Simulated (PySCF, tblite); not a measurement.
# C₂H₇OPSi: dynamics, then NMR shifts on frames, part 2 of 2

tblite 0.8.0 and PySCF 2.14.0. Atoms count from 0. Earlier steps stand in the parts before.

### 5 NMR shieldings: 625 fs, PBE0/pcSseg-1

The job: settings as JSON, then the geometry in Å.

```
{"job": {"kind": "nmr", "xc": "PBE0", "basis": "pcSseg-1", "pop": false}, "charge": 0, "multiplicity": 1}
O     -1.290600     1.973300     2.272200
P     -1.418900     0.617300     1.763500
C     -0.020600    -0.444500     1.663100
C     -0.648700    -0.011900     0.287400
Si     0.582500     1.010300    -0.771300
H     -2.446900    -0.232900     2.152300
H     -0.161500    -1.485000     1.837100
H      0.881400    -0.055500     2.128300
H     -1.136200    -0.899300    -0.126200
H      1.307300    -0.079100    -1.392400
H     -0.192200     1.709000    -1.777000
H      1.164800     2.049500     0.281900
```

Method: GIAO PBE0/pcSseg-1 NMR shielding, non-relativistic, gas phase.

The log of the run:

```text
coarse grid: 10848 points
cycle   1  E = -785.7632824061  dE =  8.085e-01  |g| = 8.877e-01  |ddm| = 3.248e+00
cycle   2  E = -785.1279971099  dE =  6.353e-01  |g| = 1.937e+00  |ddm| = 3.182e+00
cycle   3  E = -785.9070107656  dE = -7.790e-01  |g| = 2.256e-01  |ddm| = 2.655e+00
cycle   4  E = -785.9169019028  dE = -9.891e-03  |g| = 1.139e-01  |ddm| = 3.242e-01
cycle   5  E = -785.9201931576  dE = -3.291e-03  |g| = 1.354e-02  |ddm| = 1.060e-01
cycle   6  E = -785.9202341690  dE = -4.101e-05  |g| = 4.940e-03  |ddm| = 1.833e-02
cycle   7  E = -785.9202398781  dE = -5.709e-06  |g| = 1.420e-03  |ddm| = 5.686e-03
final grid: 95080 points
cycle   8  E = -785.9608302513  dE = -7.720e-06  |g| = 1.059e-02  |ddm| = 2.272e-02
cycle   9  E = -785.9607734002  dE =  5.685e-05  |g| = 1.961e-02  |ddm| = 2.662e-02
cycle  10  E = -785.9608532878  dE = -7.989e-05  |g| = 1.865e-03  |ddm| = 1.862e-02
cycle  11  E = -785.9608539837  dE = -6.958e-07  |g| = 2.185e-04  |ddm| = 1.679e-03
cycle  12  E = -785.9608539968  dE = -1.313e-08  |g| = 5.044e-05  |ddm| = 3.251e-04
cycle  13  E = -785.9608539973  dE = -5.605e-10  |g| = 1.696e-05  |ddm| = 6.303e-05
converged SCF energy = -785.9608539973

GIAO shielding tensors (ppm)
atom      isotropic    diamagn.    paramagn.     s11        s22        s33       span
  0 O      320.048     391.831     -71.783    183.379    285.926    490.841    307.462
  1 P      424.825     965.818    -540.993    271.480    298.726    704.269    432.789
  2 C      178.031     256.991     -78.960    152.516    169.821    211.756     59.240
  3 C      180.426     259.185     -78.759    151.661    173.430    216.186     64.525
  4 Si     417.401     879.730    -462.329    378.493    424.370    449.341     70.849
  5 H       24.717      28.133      -3.416     18.852     22.552     32.748     13.896
  6 H       31.579      32.396      -0.817     24.953     28.194     41.591     16.637
  7 H       30.707      31.682      -0.976     26.284     28.483     37.353     11.069
  8 H       31.289      33.484      -2.195     24.762     27.738     41.366     16.605
  9 H       27.053      29.791      -2.737     23.629     25.121     32.411      8.782
 10 H       27.457      29.343      -1.887     23.582     25.361     33.427      9.845
 11 H       25.714      28.065      -2.351     22.215     25.313     29.615      7.400
```

Wall time 9.5 s (1 thread of Intel Xeon Platinum 8488C, shared host); peak memory 0.7 GiB.

Key values: δ C2 8.9, C3 6.5, O0 16.0, P1 -106.5, H5 7.00, H11 6.00 ppm.

### 6 Nuclear shieldings: 800 fs, PBE0/pcSseg-1

The job: settings as JSON, then the geometry in Å.

```
{"job": {"kind": "nmr", "xc": "PBE0", "basis": "pcSseg-1", "pop": false}, "charge": 0, "multiplicity": 1}
O     -1.129100     1.967200     2.130300
P     -1.271500     0.589000     1.609600
C      0.114100    -0.576000     1.519600
C     -0.406500    -0.154900     0.120700
Si     0.597400     1.210800    -0.799300
H     -2.356200    -0.156300     1.946700
H      0.048800    -1.639100     1.541600
H      1.054900    -0.126100     1.881400
H     -1.005500    -0.915100    -0.374900
H      1.923800     0.626800    -0.759700
H     -0.162800     1.303500    -2.124500
H      0.603100     2.627300    -0.211300
```

Method: GIAO PBE0/pcSseg-1 NMR shielding, non-relativistic, gas phase.

The log of the run:

```text
coarse grid: 10848 points
cycle   1  E = -785.7658374431  dE =  6.594e-01  |g| = 8.785e-01  |ddm| = 3.222e+00
cycle   2  E = -785.0241135719  dE =  7.417e-01  |g| = 2.046e+00  |ddm| = 3.139e+00
cycle   3  E = -785.9039467415  dE = -8.798e-01  |g| = 2.442e-01  |ddm| = 2.642e+00
cycle   4  E = -785.9155544166  dE = -1.161e-02  |g| = 1.315e-01  |ddm| = 3.767e-01
cycle   5  E = -785.9200888010  dE = -4.534e-03  |g| = 1.688e-02  |ddm| = 1.309e-01
cycle   6  E = -785.9201486338  dE = -5.983e-05  |g| = 7.031e-03  |ddm| = 2.172e-02
cycle   7  E = -785.9201608411  dE = -1.221e-05  |g| = 1.380e-03  |ddm| = 7.417e-03
cycle   8  E = -785.9201613278  dE = -4.866e-07  |g| = 3.146e-04  |ddm| = 1.953e-03
final grid: 95080 points
cycle   9  E = -785.9608272811  dE = -7.942e-06  |g| = 9.455e-03  |ddm| = 1.886e-02
cycle  10  E = -785.9607684859  dE =  5.880e-05  |g| = 1.892e-02  |ddm| = 2.513e-02
cycle  11  E = -785.9608462954  dE = -7.781e-05  |g| = 1.550e-03  |ddm| = 1.796e-02
cycle  12  E = -785.9608467576  dE = -4.622e-07  |g| = 2.691e-04  |ddm| = 1.377e-03
cycle  13  E = -785.9608467786  dE = -2.098e-08  |g| = 6.608e-05  |ddm| = 4.116e-04
cycle  14  E = -785.9608467795  dE = -9.286e-10  |g| = 3.003e-05  |ddm| = 8.085e-05
converged SCF energy = -785.9608467795

GIAO shielding tensors (ppm)
atom      isotropic    diamagn.    paramagn.     s11        s22        s33       span
  0 O      325.724     392.947     -67.223    182.134    276.677    518.361    336.227
  1 P      439.881     965.540    -525.659    262.669    298.605    758.370    495.701
  2 C      171.535     258.634     -87.099    152.708    165.673    196.224     43.517
  3 C      174.764     259.370     -84.606    148.022    164.672    211.597     63.575
  4 Si     420.202     879.572    -459.370    379.264    399.746    481.597    102.332
  5 H       25.164      28.899      -3.735     19.193     22.218     34.080     14.887
  6 H       30.324      32.049      -1.726     23.590     27.501     39.880     16.290
  7 H       30.194      31.552      -1.359     25.858     28.282     36.441     10.583
  8 H       31.037      33.550      -2.512     24.755     27.567     40.790     16.034
  9 H       27.306      30.006      -2.699     23.327     25.674     32.917      9.590
 10 H       26.327      28.111      -1.784     22.820     24.229     31.933      9.113
 11 H       26.250      28.205      -1.955     22.543     26.091     30.115      7.572
```

It took 9.7 s on 1 thread of Intel Xeon Platinum 8488C, shared host; peak memory 0.7 GiB.

This run: δ C2 15.4, C3 12.2, O0 10.4, P1 -121.5, H5 6.55, H11 5.47 ppm.

### 7 Nuclear shieldings: 1000 fs, PBE0/pcSseg-1

The job: settings as JSON, then the geometry in Å.

```
{"job": {"kind": "nmr", "xc": "PBE0", "basis": "pcSseg-1", "pop": false}, "charge": 0, "multiplicity": 1}
O     -1.538200     1.359400     2.741400
P     -1.225100     0.147000     1.944900
C      0.327100    -0.708800     1.719300
C     -0.359900    -0.167500     0.468000
Si     0.604400     0.996300    -0.562900
H     -2.321500    -0.799000     1.923900
H      0.144500    -1.795700     1.819100
H      1.154000    -0.287400     2.306900
H     -0.997800    -0.867200    -0.111600
H      1.444000     0.269700    -1.459400
H     -0.329900     1.422200    -1.525800
H      1.295900     1.963700     0.219300
```

With the program's defaults for keys left out, this is: GIAO PBE0/pcSseg-1 NMR shielding, non-relativistic, gas phase.

The log of the run:

```text
coarse grid: 10848 points
cycle   1  E = -785.7586255797  dE =  8.897e-01  |g| = 8.874e-01  |ddm| = 3.270e+00
cycle   2  E = -784.9810563235  dE =  7.776e-01  |g| = 2.082e+00  |ddm| = 3.601e+00
cycle   3  E = -785.9029857856  dE = -9.219e-01  |g| = 2.316e-01  |ddm| = 3.023e+00
cycle   4  E = -785.9129619101  dE = -9.976e-03  |g| = 1.292e-01  |ddm| = 3.506e-01
cycle   5  E = -785.9171934067  dE = -4.231e-03  |g| = 1.170e-02  |ddm| = 1.150e-01
cycle   6  E = -785.9172256487  dE = -3.224e-05  |g| = 3.549e-03  |ddm| = 1.744e-02
cycle   7  E = -785.9172289086  dE = -3.260e-06  |g| = 7.232e-04  |ddm| = 5.465e-03
final grid: 95080 points
cycle   8  E = -785.9569581697  dE = -8.158e-06  |g| = 9.328e-03  |ddm| = 1.886e-02
cycle   9  E = -785.9569048358  dE =  5.333e-05  |g| = 1.835e-02  |ddm| = 2.540e-02
cycle  10  E = -785.9569764170  dE = -7.158e-05  |g| = 1.644e-03  |ddm| = 1.841e-02
cycle  11  E = -785.9569769373  dE = -5.203e-07  |g| = 2.115e-04  |ddm| = 1.466e-03
cycle  12  E = -785.9569769508  dE = -1.347e-08  |g| = 3.816e-05  |ddm| = 3.409e-04
cycle  13  E = -785.9569769512  dE = -3.681e-10  |g| = 1.019e-05  |ddm| = 5.025e-05
converged SCF energy = -785.9569769512

GIAO shielding tensors (ppm)
atom      isotropic    diamagn.    paramagn.     s11        s22        s33       span
  0 O      293.466     392.799     -99.333    128.027    224.870    527.501    399.474
  1 P      402.197     963.580    -561.383    234.872    266.835    704.885    470.013
  2 C      180.503     254.290     -73.787    158.968    172.794    209.748     50.780
  3 C      184.627     261.795     -77.168    160.883    167.701    225.297     64.414
  4 Si     436.435     881.596    -445.161    404.225    408.717    496.362     92.136
  5 H       23.946      27.022      -3.076     17.962     22.439     31.437     13.475
  6 H       30.344      29.009       1.335     23.996     26.819     40.216     16.221
  7 H       29.781      29.056       0.725     25.589     27.211     36.541     10.952
  8 H       30.781      33.417      -2.636     24.117     28.134     40.093     15.976
  9 H       27.963      30.256      -2.294     24.756     25.746     33.385      8.629
 10 H       28.207      30.584      -2.378     24.119     26.350     34.152     10.033
 11 H       28.311      30.307      -1.997     24.564     26.678     33.690      9.127
```

Wall time 9.7 s (1 thread of Intel Xeon Platinum 8488C, shared host); peak memory 0.7 GiB.

Key values: δ C2 6.4, C3 2.3, O0 42.6, P1 -83.8, H5 7.77, H9 3.75 ppm.

### 8 Comparing the runs: NMR shifts

Shifts (ppm) of some atoms, chosen among heavy atoms and hydrogens apart, with basis size and wall time:

| frame | C2 | C3 | H10 | H11 | O0 | P1 | Si4 | functions | time |
| --- | --- | --- | --- | --- | --- | --- | --- | --- | --- |
| 250 fs | 13.4 | 12.6 | 4.99 | 4.03 | 20.5 | -105.0 | -78.2 | 134 | 9.8 s |
| 425 fs | 8.6 | 6.0 | 4.15 | 3.59 | 60.0 | -81.1 | -81.1 | 134 | 9.5 s |
| 625 fs | 8.9 | 6.5 | 4.26 | 6.00 | 16.0 | -106.5 | -68.2 | 134 | 9.5 s |
| 800 fs | 15.4 | 12.2 | 5.39 | 5.47 | 10.4 | -121.5 | -71.0 | 134 | 9.7 s |
| 1000 fs | 6.4 | 2.3 | 3.51 | 3.41 | 42.6 | -83.8 | -87.3 | 134 | 9.7 s |

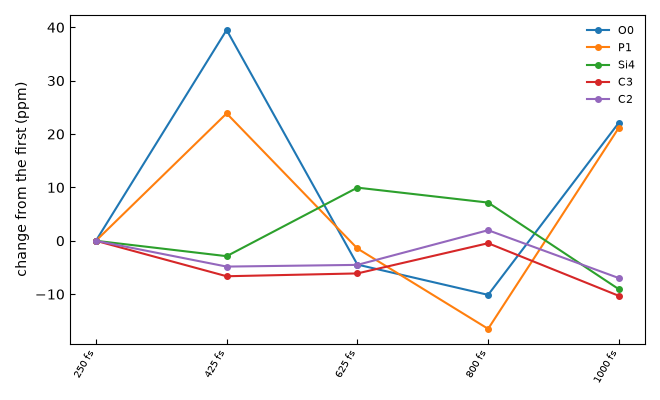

How five of the tabulated atoms move from run to run.

### 9 Outcome

This closing draws on all 2 parts.

| quantity | value |
| --- | --- |
| thermostat | 400 K |
| mean temperature, second half | 332 K |
| mean potential energy above the minimum | 0.45 eV |
| 13C shifts against TMS (PBE0/pcSseg-1, 250 fs) | 13.4, 12.6 ppm |
| 1H shifts against TMS (PBE0/pcSseg-1, 250 fs) | 7.03, 4.99, 4.03, 3.26, 1.03, 0.81, 0.49 ppm |
| 17O shifts against H2O (PBE0/pcSseg-1, 250 fs) | 20.5 ppm |
| 31P shifts against H3PO4 (PBE0/pcSseg-1, 250 fs) | -105.0 ppm |
| 29Si shifts against TMS (PBE0/pcSseg-1, 250 fs) | -78.2 ppm |
| range of the shift of O0 | 10.4 to 60.0 ppm |

What this shows: In the second half the potential energy averages 0.45 eV above the minimum; equipartition over 30 harmonic modes at 400 K would give 0.52 eV. With 12 atoms the temperature swings widely (163 to 553 K). Shifts at one fixed geometry are not the observed spectrum, which averages over the motion. In the first frame run (250 fs): The widest tensor belongs to P1: span 495 ppm, with a paramagnetic part of -541 ppm. Across the 5 runs the shift of O0 moves most, between 10.4 (800 fs) and 60.0 ppm (425 fs).
